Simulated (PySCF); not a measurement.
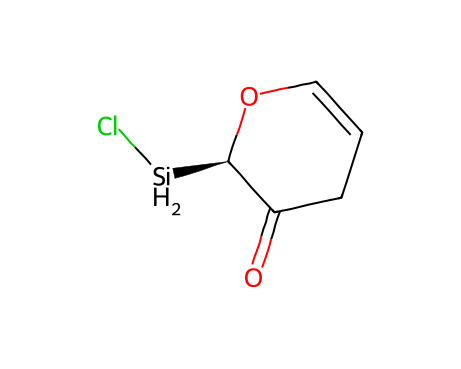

The geometry was computed by an optimisation with GFN2-xTB. No frequency run is at hand to confirm it as a minimum. Level of theory: PBE0/pcSseg-1, gas phase (PySCF 2.14.0).

Predict the main results.

The species is C₅H₇ClO₂Si (`O=C1CC=CO[C@@H]1[SiH2]Cl`).
- dipole moment: 1.45 D
- HOMO energy (Kohn–Sham orbital): −6.63 eV
- LUMO energy (Kohn–Sham orbital): −1.04 eV
- HOMO–LUMO gap: 5.59 eV

The geometry is semi-empirical. Around Si such bond lengths and angles can be off by a tenth of an ångström or more and by several degrees, and values that hang on the shape move with them.
